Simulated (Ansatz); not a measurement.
# C6H12 (SMILES C/C=C\CCC), step by step

We compute a geometry optimisation (singlet C6H12, HF/STO-3G), then vibrational wavenumbers (singlet C6H12, HF/STO-3G), then the energy (doublet [C6H12]+, UHF/STO-3G), then a geometry optimisation (doublet [C6H12]+, UHF/STO-3G), then a geometry optimisation (singlet C6H12, HF/3-21G), then the harmonic vibrations (singlet C6H12, HF/3-21G) of C6H12. 

The calculation is run with Ansatz 0.2.0.

### Step 1. Starting point

The species is C6H12 (18 atoms), meant as a singlet with charge 0. SMILES: `C/C=C\CCC`. The shape is that of a PBE0-D4/def2-TZVP optimisation. This is one conformer, not always the lowest. The run starts from this shape.

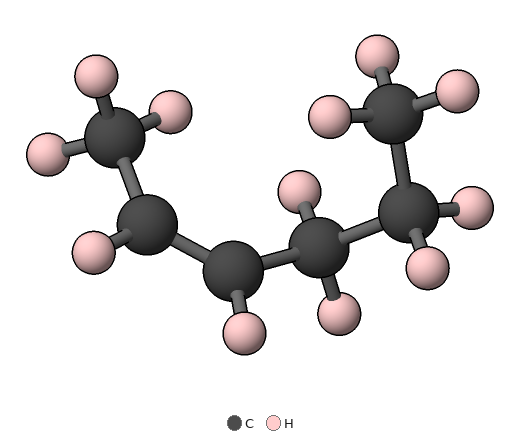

Viewed from a chosen angle; carbon dark grey, hydrogen pink.

### Step 2. A geometry optimisation at HF/STO-3G (run 1)

File input.yaml:

```yaml
basis:
  gaussian:
    orbitals: STO-3G
crystal:
  periodic: [false, false, false]
  atoms:
    - {symbol: C, position_ang: [-1.976330, -1.195200, 0.490500]}
    - {symbol: C, position_ang: [-0.700410, -1.141990, 1.260060]}
    - {symbol: C, position_ang: [0.515560, -0.869330, 0.794430]}
    - {symbol: C, position_ang: [0.908880, -0.538960, -0.607840]}
    - {symbol: C, position_ang: [1.408940, 0.899720, -0.755100]}
    - {symbol: C, position_ang: [0.322050, 1.933110, -0.517000]}
    - {symbol: H, position_ang: [-2.441680, -2.182390, 0.576380]}
    - {symbol: H, position_ang: [-1.841300, -0.977900, -0.568860]}
    - {symbol: H, position_ang: [-2.697930, -0.475590, 0.890600]}
    - {symbol: H, position_ang: [-0.791610, -1.351790, 2.323840]}
    - {symbol: H, position_ang: [1.334450, -0.863100, 1.512390]}
    - {symbol: H, position_ang: [1.708210, -1.222040, -0.918320]}
    - {symbol: H, position_ang: [0.076880, -0.703380, -1.298160]}
    - {symbol: H, position_ang: [2.235560, 1.064650, -0.054580]}
    - {symbol: H, position_ang: [1.827870, 1.027720, -1.758470]}
    - {symbol: H, position_ang: [-0.491480, 1.818570, -1.239470]}
    - {symbol: H, position_ang: [-0.107820, 1.828240, 0.482020]}
    - {symbol: H, position_ang: [0.710170, 2.949700, -0.612440]}
relax:
  f_tol: 0.002
hamiltonian:
  xc: hf
output: {orbitals: {seedname: orbitals}}
```

Command:

```sh
$ ansatz run input.yaml --threads 1 --pin off --max-ram 3480MiB --events-out events.jsonl --progress --plain --runs-dir runs
```

The log of the run:

```text
Warning: RAYON_NUM_THREADS=1 ignored (pool sized by the plan → 1); use --threads N
The last accepted step is kept in runs//last_step.txt (removed where the run ends without a failure and the disk answers)
[... 130 lines left out ...]
Total energy: -6296.80427958 eV, -231.4032891473 hartree
[... 18 lines left out ...]
Dipole moment:    -0.005813     0.003003    -0.026117 e Å
```

It took 28 s on 1 thread of Arm Neoverse V1, shared host; peak memory 0.095 GiB.

Step by step:

```csv
step,energy from the first frame kept (eV),largest force (eV/Å)
1,0.0000,2.3956
2,-0.0793,0.3171
3,-0.0819,0.1105
4,-0.0824,0.0695
5,-0.0827,0.0163
6,-0.0828,0.0124
7,-0.0831,0.0293
8,-0.0834,0.0407
9,-0.0836,0.0355
10,-0.0837,0.0303
11,-0.0837,0.0364
12,-0.0838,0.0128
13,-0.0838,0.0075
14,-0.0838,0.0055
15,-0.0838,0.0043
16,-0.0838,0.0026
17,-0.0838,0.0019
18,-0.0838,0.0014
19,-0.0838,0.0017
```

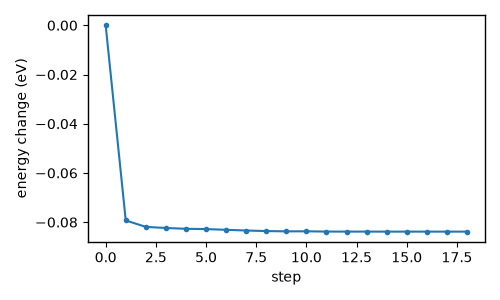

Energy along the run.

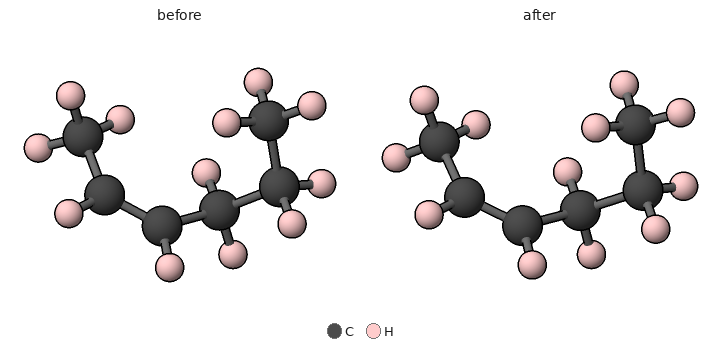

Before and after, at one scale.

After the run. Some bond lengths: C1–C2 1.521 Å, C2–C3 1.313 Å, C3–C4 1.524 Å, C4–C5 1.550 Å, C5–C6 1.541 Å, C1–H7 1.088 Å, C1–H8 1.084 Å, C1–H9 1.088 Å, C2–H10 1.085 Å, C3–H11 1.085 Å, C4–H12 1.090 Å, C4–H13 1.086 Å, C5–H14 1.089 Å, C5–H15 1.089 Å, C6–H16 1.086 Å, C6–H17 1.086 Å. Some angles: C1–C2–C3 128.0°, C2–C3–C4 128.1°, C3–C4–C5 112.5°, C4–C5–C6 113.1°, C1–C2–H10 113.8°, C3–C2–H10 118.2°, C2–C1–H7 110.2°, C2–C1–H8 112.3°, C2–C1–H9 110.2°, C2–C3–H11 118.1°.

### Step 3. Vibrational wavenumbers at HF/STO-3G (run 2)

File job.yaml:

```yaml
basis:
  gaussian:
    orbitals: STO-3G
crystal:
  periodic: [false, false, false]
  atoms:
    - {symbol: C, position_ang: [-2.020882, -1.327075, 0.492025]}
    - {symbol: C, position_ang: [-0.730598, -1.150980, 1.276989]}
    - {symbol: C, position_ang: [0.453735, -0.815559, 0.821031]}
    - {symbol: C, position_ang: [0.858348, -0.515373, -0.617301]}
    - {symbol: C, position_ang: [1.443833, 0.910145, -0.784465]}
    - {symbol: C, position_ang: [0.413163, 2.022762, -0.512190]}
    - {symbol: H, position_ang: [-2.389329, -2.345465, 0.597001]}
    - {symbol: H, position_ang: [-1.892038, -1.120146, -0.563754]}
    - {symbol: H, position_ang: [-2.789378, -0.660838, 0.878288]}
    - {symbol: H, position_ang: [-0.836462, -1.334810, 2.340715]}
    - {symbol: H, position_ang: [1.269992, -0.735208, 1.530804]}
    - {symbol: H, position_ang: [1.619225, -1.234642, -0.921809]}
    - {symbol: H, position_ang: [0.014605, -0.637092, -1.289962]}
    - {symbol: H, position_ang: [2.290894, 1.030082, -0.111326]}
    - {symbol: H, position_ang: [1.822680, 1.013986, -1.799755]}
    - {symbol: H, position_ang: [-0.427270, 1.942919, -1.195316]}
    - {symbol: H, position_ang: [0.032953, 1.956529, 0.502544]}
    - {symbol: H, position_ang: [0.866541, 3.000802, -0.643539]}
hamiltonian:
  xc: hf
phonons:
  temperatures: {t_min: 298.15, t_max: 298.15, t_step: 1}
```

Command:

```sh
$ ansatz run job.yaml --threads 1 --pin off --max-ram 3480MiB --events-out events.jsonl --progress --plain --runs-dir runs
```

The log of the run:

```text
Warning: RAYON_NUM_THREADS=1 ignored (pool sized by the plan → 1); use --threads N
[... 576 lines left out ...]
Total energy: -6296.80427859 eV, -231.4032891108 hartree
[... 18 lines left out ...]
Dipole moment:    -0.005814     0.003003    -0.026115 e Å
Vibrations: 35.53 98.59 117.96 217.25 278.49 336.31 411.53 552.03 652.21 838.86 912.21 1014.50 1061.85 1078.31 1144.94 1223.61 1248.39 1268.44 1277.89 1304.93 1377.85 1472.60 1505.69 1532.28 1616.30 1671.42 1701.28 1741.27 1745.49 1818.26 1823.81 1827.59 1833.25 1836.89 1847.74 2106.50 3563.17 3568.82 3601.25 3606.48 3681.70 3708.30 3718.08 3723.20 3729.22 3750.63 3754.65 3766.17 cm⁻¹, zero-point energy 5.374945 eV
```

It took 2.3 min on 1 thread of Arm Neoverse V1, shared host; peak memory 0.094 GiB.

### Step 4. The doublet cation: the energy at UHF/STO-3G (run 3)

File in.yaml:

```yaml
crystal:
  periodic: [false, false, false]
  atoms:
    - {symbol: C, position_ang: [-2.020882, -1.327075, 0.492025]}
    - {symbol: C, position_ang: [-0.730598, -1.150980, 1.276989]}
    - {symbol: C, position_ang: [0.453735, -0.815559, 0.821031]}
    - {symbol: C, position_ang: [0.858348, -0.515373, -0.617301]}
    - {symbol: C, position_ang: [1.443833, 0.910145, -0.784465]}
    - {symbol: C, position_ang: [0.413163, 2.022762, -0.512190]}
    - {symbol: H, position_ang: [-2.389329, -2.345465, 0.597001]}
    - {symbol: H, position_ang: [-1.892038, -1.120146, -0.563754]}
    - {symbol: H, position_ang: [-2.789378, -0.660838, 0.878288]}
    - {symbol: H, position_ang: [-0.836462, -1.334810, 2.340715]}
    - {symbol: H, position_ang: [1.269992, -0.735208, 1.530804]}
    - {symbol: H, position_ang: [1.619225, -1.234642, -0.921809]}
    - {symbol: H, position_ang: [0.014605, -0.637092, -1.289962]}
    - {symbol: H, position_ang: [2.290894, 1.030082, -0.111326]}
    - {symbol: H, position_ang: [1.822680, 1.013986, -1.799755]}
    - {symbol: H, position_ang: [-0.427270, 1.942919, -1.195316]}
    - {symbol: H, position_ang: [0.032953, 1.956529, 0.502544]}
    - {symbol: H, position_ang: [0.866541, 3.000802, -0.643539]}
basis:
  gaussian:
    orbitals: STO-3G
total_charge: 1
magnetization:
  spin_polarized: true
  initial_magnetization: 1
hamiltonian:
  xc: hf
```

Command:

```sh
$ ansatz run in.yaml --threads 1 --pin off --max-ram 3480MiB --events-out events.jsonl --progress --plain --runs-dir runs
```

The log of the run:

```text
Warning: RAYON_NUM_THREADS=1 ignored (pool sized by the plan → 1); use --threads N
Functional definition: HF
  name "HF"
  exchange = exact_x
  correlation = 0
590 factors; integrals over basis functions are off by at most 4.8e-5 eV
mean field evaluation 1: about -6288.1797 eV, gradient 1.3e1 eV
mean field evaluation 2: about -6288.5136 eV, gradient 1.3e1 eV
mean field evaluation 4: about -6289.9918 eV, gradient 1.3e0 eV
mean field evaluation 8: about -6290.0244 eV, gradient 1.4e-2 eV
mean field -6290.02440607 eV, -231.1541333915 hartree, gradient 4.3e-5 eV, S^2 0.755073; 0 other end points of the search recorded, 0 dependent functions left out
reference -6290.02440607 eV, -231.1541333915 hartree; 24, 23 occupied and 18, 19 virtual orbitals, 590 factors
Total energy: -6290.02440607 eV, -231.1541333915 hartree
```

Wall time 0.58 s (1 thread of Arm Neoverse V1, shared host); peak memory 0.094 GiB.

### Step 5. The doublet cation: a geometry optimisation at UHF/STO-3G (run 4)

File run.yaml:

```yaml
basis:
  gaussian:
    orbitals: STO-3G
crystal:
  periodic: [false, false, false]
  atoms:
    - symbol: C
      position_ang: [-2.020882, -1.327075, 0.492025]
    - symbol: C
      position_ang: [-0.730598, -1.150980, 1.276989]
    - symbol: C
      position_ang: [0.453735, -0.815559, 0.821031]
    - symbol: C
      position_ang: [0.858348, -0.515373, -0.617301]
    - symbol: C
      position_ang: [1.443833, 0.910145, -0.784465]
    - symbol: C
      position_ang: [0.413163, 2.022762, -0.512190]
    - symbol: H
      position_ang: [-2.389329, -2.345465, 0.597001]
    - symbol: H
      position_ang: [-1.892038, -1.120146, -0.563754]
    - symbol: H
      position_ang: [-2.789378, -0.660838, 0.878288]
    - symbol: H
      position_ang: [-0.836462, -1.334810, 2.340715]
    - symbol: H
      position_ang: [1.269992, -0.735208, 1.530804]
    - symbol: H
      position_ang: [1.619225, -1.234642, -0.921809]
    - symbol: H
      position_ang: [0.014605, -0.637092, -1.289962]
    - symbol: H
      position_ang: [2.290894, 1.030082, -0.111326]
    - symbol: H
      position_ang: [1.822680, 1.013986, -1.799755]
    - symbol: H
      position_ang: [-0.427270, 1.942919, -1.195316]
    - symbol: H
      position_ang: [0.032953, 1.956529, 0.502544]
    - symbol: H
      position_ang: [0.866541, 3.000802, -0.643539]
total_charge: 1
magnetization:
  spin_polarized: true
  initial_magnetization: 1
hamiltonian:
  xc: hf
relax: {}
```

Command:

```sh
$ ansatz run run.yaml --threads 1 --pin off --max-ram 3480MiB --events-out events.jsonl --progress --plain --runs-dir runs
```

The log of the run, cut to the lines that bear on the results:

```text
Warning: RAYON_NUM_THREADS=1 ignored (pool sized by the plan → 1); use --threads N
[... 1 set-up line as earlier in the session ...]
[... 56 lines left out ...]
Total energy: -6290.57141796 eV, -231.1742357076 hartree
[... 18 lines left out ...]
Dipole moment:    -0.207877    -0.727414     0.634919 e Å
```

It took 13 s on 1 thread of Arm Neoverse V1, shared host; peak memory 0.11 GiB.

Steps, from the record of the run:

```csv
step,energy from the first frame kept (eV),largest force (eV/Å)
1,0.0000,9.0348
2,-0.5312,0.7846
3,-0.5450,0.1465
4,-0.5463,0.0260
5,-0.5464,0.0146
6,-0.5464,0.0144
7,-0.5465,0.0061
```

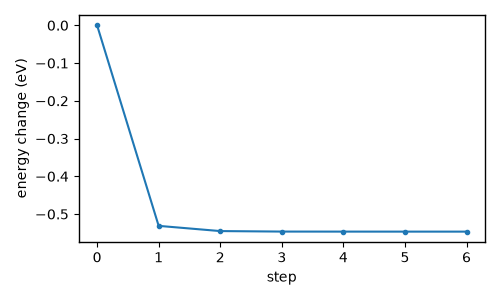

Energy along the run.

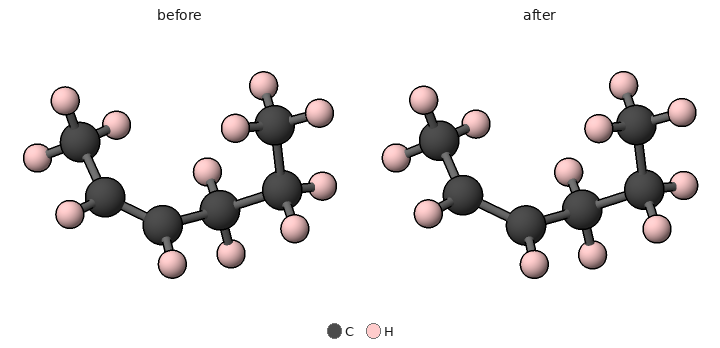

Before and after, at one scale.

After the run. Some bond lengths: C1–C2 1.510 Å, C2–C3 1.435 Å, C3–C4 1.512 Å, C4–C5 1.561 Å, C5–C6 1.541 Å, C1–H7 1.092 Å, C1–H8 1.084 Å, C1–H9 1.092 Å, C2–H10 1.099 Å, C3–H11 1.100 Å, C4–H12 1.095 Å, C4–H13 1.086 Å, C5–H14 1.089 Å, C5–H15 1.088 Å, C6–H16 1.086 Å, C6–H17 1.087 Å. Some angles: C1–C2–C3 126.8°, C2–C3–C4 127.3°, C3–C4–C5 111.2°, C4–C5–C6 113.3°, C1–C2–H10 116.8°, C3–C2–H10 116.5°, C2–C1–H7 108.1°, C2–C1–H8 113.0°, C2–C1–H9 108.2°, C2–C3–H11 116.1°.

### Step 6. A structure relaxation at HF/3-21G (run 5)

File run.yaml:

```yaml
crystal:
  periodic: [false, false, false]
  atoms:
    - {symbol: C, position_ang: [-1.976330, -1.195200, 0.490500]}
    - {symbol: C, position_ang: [-0.700410, -1.141990, 1.260060]}
    - {symbol: C, position_ang: [0.515560, -0.869330, 0.794430]}
    - {symbol: C, position_ang: [0.908880, -0.538960, -0.607840]}
    - {symbol: C, position_ang: [1.408940, 0.899720, -0.755100]}
    - {symbol: C, position_ang: [0.322050, 1.933110, -0.517000]}
    - {symbol: H, position_ang: [-2.441680, -2.182390, 0.576380]}
    - {symbol: H, position_ang: [-1.841300, -0.977900, -0.568860]}
    - {symbol: H, position_ang: [-2.697930, -0.475590, 0.890600]}
    - {symbol: H, position_ang: [-0.791610, -1.351790, 2.323840]}
    - {symbol: H, position_ang: [1.334450, -0.863100, 1.512390]}
    - {symbol: H, position_ang: [1.708210, -1.222040, -0.918320]}
    - {symbol: H, position_ang: [0.076880, -0.703380, -1.298160]}
    - {symbol: H, position_ang: [2.235560, 1.064650, -0.054580]}
    - {symbol: H, position_ang: [1.827870, 1.027720, -1.758470]}
    - {symbol: H, position_ang: [-0.491480, 1.818570, -1.239470]}
    - {symbol: H, position_ang: [-0.107820, 1.828240, 0.482020]}
    - {symbol: H, position_ang: [0.710170, 2.949700, -0.612440]}
basis:
  gaussian: {orbitals: 3-21G.json}
hamiltonian: {xc: hf}
relax: {f_tol: 0.002}
output: {orbitals: {seedname: orbitals}}
```

The basis set 3-21G is read from a file made from the Basis Set Exchange's data (not shown).

Command:

```sh
$ ansatz run run.yaml --threads 1 --pin off --max-ram 3480MiB --events-out events.jsonl --progress --plain --runs-dir runs
```

The log of the run, cut to the lines that bear on the results:

```text
Warning: RAYON_NUM_THREADS=1 ignored (pool sized by the plan → 1); use --threads N
[... 1 set-up line as earlier in the session ...]
[... 93 lines left out ...]
Total energy: -6337.05359676 eV, -232.8824242718 hartree
[... 18 lines left out ...]
Dipole moment:    -0.015792    -0.002308    -0.019005 e Å
```

Wall time 21 s (1 thread of Arm Neoverse V1, shared host); peak memory 0.17 GiB.

Step by step:

```csv
step,energy from the first frame kept (eV),largest force (eV/Å)
1,0.0000,1.1387
2,-0.0385,0.3935
3,-0.0438,0.1937
4,-0.0452,0.0682
5,-0.0455,0.0103
6,-0.0455,0.0192
7,-0.0457,0.0232
8,-0.0458,0.0197
9,-0.0459,0.0086
10,-0.0459,0.0193
11,-0.0459,0.0187
12,-0.0459,0.0063
13,-0.0459,0.0016
```

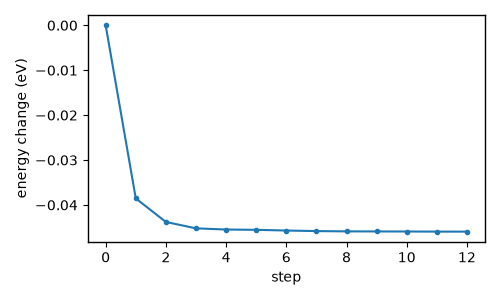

Energy along the run.

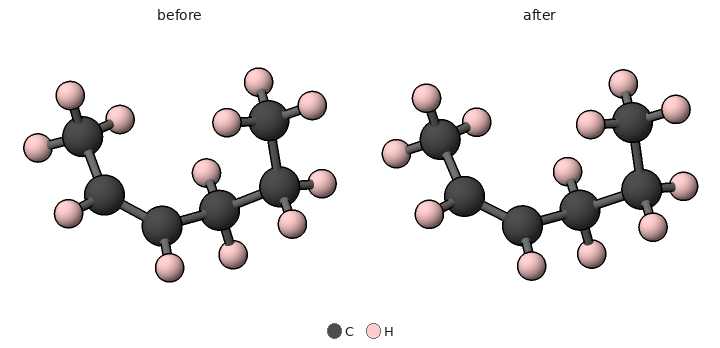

Before and after, at one scale.

After the run. Some bond lengths: C1–C2 1.511 Å, C2–C3 1.319 Å, C3–C4 1.510 Å, C4–C5 1.549 Å, C5–C6 1.539 Å, C1–H7 1.086 Å, C1–H8 1.080 Å, C1–H9 1.086 Å, C2–H10 1.077 Å, C3–H11 1.078 Å, C4–H12 1.087 Å, C4–H13 1.082 Å, C5–H14 1.086 Å, C5–H15 1.085 Å, C6–H16 1.085 Å, C6–H17 1.083 Å. Some angles: C1–C2–C3 127.7°, C2–C3–C4 128.3°, C3–C4–C5 111.7°, C4–C5–C6 112.2°, C1–C2–H10 114.3°, C3–C2–H10 117.9°, C2–C1–H7 110.2°, C2–C1–H8 112.6°, C2–C1–H9 110.2°, C2–C3–H11 117.9°.

### Step 7. Vibrational wavenumbers at HF/3-21G (run 6)

File molecule.yaml:

```yaml
crystal:
  periodic: [false, false, false]
  atoms:
    - {symbol: C, position_ang: [-2.004450, -1.267307, 0.500086]}
    - {symbol: C, position_ang: [-0.711693, -1.141089, 1.271419]}
    - {symbol: C, position_ang: [0.482961, -0.837068, 0.801132]}
    - {symbol: C, position_ang: [0.876043, -0.528816, -0.623948]}
    - {symbol: C, position_ang: [1.441514, 0.906024, -0.763286]}
    - {symbol: C, position_ang: [0.366411, 1.980669, -0.520478]}
    - {symbol: H, position_ang: [-2.409043, -2.269907, 0.605969]}
    - {symbol: H, position_ang: [-1.880738, -1.063547, -0.553714]}
    - {symbol: H, position_ang: [-2.745219, -0.576875, 0.893131]}
    - {symbol: H, position_ang: [-0.804827, -1.329763, 2.327344]}
    - {symbol: H, position_ang: [1.302441, -0.790631, 1.499466]}
    - {symbol: H, position_ang: [1.642798, -1.235547, -0.931867]}
    - {symbol: H, position_ang: [0.039846, -0.648052, -1.300361]}
    - {symbol: H, position_ang: [2.256591, 1.037702, -0.058276]}
    - {symbol: H, position_ang: [1.855349, 1.027083, -1.759237]}
    - {symbol: H, position_ang: [-0.432484, 1.887434, -1.249045]}
    - {symbol: H, position_ang: [-0.062724, 1.873110, 0.467956]}
    - {symbol: H, position_ang: [0.787233, 2.976620, -0.606312]}
basis:
  gaussian:
    orbitals: 3-21G.json
magnetization:
  spin_polarized: false
  initial_magnetization: 0
hamiltonian:
  xc: hf
phonons:
  temperatures:
    t_min: 298.15
    t_max: 298.15
    t_step: 1
```

The basis set 3-21G is read from a file made from the Basis Set Exchange's data (not shown).

Command:

```sh
$ ansatz run molecule.yaml --threads 1 --pin off --max-ram 3480MiB --events-out events.jsonl --progress --plain --runs-dir runs
```

The log of the run:

```text
Warning: RAYON_NUM_THREADS=1 ignored (pool sized by the plan → 1); use --threads N
[... 583 lines left out ...]
Total energy: -6337.05359224 eV, -232.8824241056 hartree
[... 18 lines left out ...]
Dipole moment:    -0.015792    -0.002309    -0.019004 e Å
Vibrations: 45.48 112.35 131.18 224.73 280.39 336.38 395.42 529.98 621.55 792.60 841.73 917.51 934.13 994.27 1025.89 1104.84 1154.39 1175.98 1207.53 1218.28 1282.46 1382.57 1418.00 1438.27 1489.29 1514.53 1572.12 1576.51 1581.67 1650.22 1658.94 1662.86 1666.95 1673.80 1677.94 1876.76 3186.63 3188.93 3194.13 3202.16 3224.63 3225.53 3247.67 3259.54 3271.23 3287.75 3293.35 3320.27 cm⁻¹, zero-point energy 4.839683 eV
```

Wall time 2.4 min (1 thread of Arm Neoverse V1, shared host); peak memory 0.17 GiB.

### Step 8. Outcome

```
                                                               quantity          value
                              run 1, HF/STO-3G: total energy at the end  -231.40329 Eh
                                        run 1, HF/STO-3G: dipole moment         0.13 D
                                          run 1, HF/STO-3G: HOMO energy       -8.07 eV
                                          run 1, HF/STO-3G: LUMO energy        9.02 eV
                                        run 1, HF/STO-3G: HOMO–LUMO gap       17.09 eV
                             run 2, HF/STO-3G: largest force on an atom     0.002 eV/Å
                           run 2, HF/STO-3G: lowest harmonic wavenumber        36 cm⁻¹
                          run 2, HF/STO-3G: highest harmonic wavenumber      3766 cm⁻¹
                                    run 2, HF/STO-3G: zero-point energy   518.6 kJ/mol
                                    doublet cation, run 3: total energy  -231.15413 Eh
                                            doublet cation, run 3: ⟨S²⟩          0.755
                         doublet cation, run 4: total energy at the end  -231.17424 Eh
                                            doublet cation, run 4: ⟨S²⟩          0.756
                               run 5, HF/3-21G: total energy at the end  -232.88242 Eh
                                         run 5, HF/3-21G: dipole moment         0.12 D
                                           run 5, HF/3-21G: HOMO energy       -9.34 eV
                                           run 5, HF/3-21G: LUMO energy        5.38 eV
                                         run 5, HF/3-21G: HOMO–LUMO gap       14.72 eV
                              run 6, HF/3-21G: largest force on an atom     0.002 eV/Å
                            run 6, HF/3-21G: lowest harmonic wavenumber        45 cm⁻¹
                           run 6, HF/3-21G: highest harmonic wavenumber      3320 cm⁻¹
                                     run 6, HF/3-21G: zero-point energy   467.0 kJ/mol
                     vertical ionisation energy (to the doublet cation)       6.780 eV
adiabatic ionisation energy (to the doublet cation, no zero-point term)       6.233 eV
```

Removing an electron at fixed nuclei costs 6.78 eV (654 kJ/mol). In a minimal basis such a difference can be off by several eV, whatever the method. The adiabatic ionisation energy (to the doublet cation, no zero-point term) is 6.23 eV (144 kcal/mol). The optimisation (run 1, HF/STO-3G) took 18 steps and changed the energy by -0.084 eV. All 48 modes (run 2, HF/STO-3G) are real, so the shape is a minimum at this level. The optimisation (doublet cation, run 4) took 6 steps and changed the energy by -0.546 eV.
